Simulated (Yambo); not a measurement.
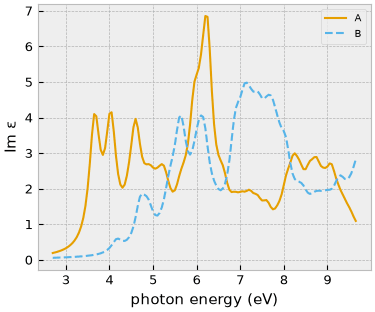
Two computed absorption spectra of K$_{2}$Se (anti-fluorite, space group Fm-3m, No. 225) under isotropic strain of +1 % on all lattice vectors (Yambo, PBEsol bands with the same scissor, field along x)

Task: Which curve includes the electron-hole attraction (BSE)?

Result: Curve A: the attraction moves weight to lower energy (centre of the plotted range 6.2 eV against 7.0 eV). Settings: 6×6×6 mesh, 3 valence and 9 conduction bands, static screening with 58 bands and a 4 Ry block, scissor 1.99 eV, Tamm-Dancoff. The scissor comes from a G0W0 run whose convergence isn't established. Broadening 0.15 eV. The band window holds all transitions up to 10.5 eV. On this mesh the peak heights and the fine structure are mesh artefacts; only the shift of weight is robust.

The standard potential for Se keeps a d shell in the valence without the s and p states of that shell. In tests on such compounds this moved G0W0 gaps by up to about 0.9 eV, so absolute quasiparticle energies here are unreliable; differences between settings are what counts.

Spin-orbit coupling is not included.

Geometry strained from the cell relaxed with PBEsol, atoms relaxed again; primitive cell a = 5.434 Å, b = 5.434 Å, c = 5.434 Å, α = 60.00°, β = 60.00°, γ = 60.00°.
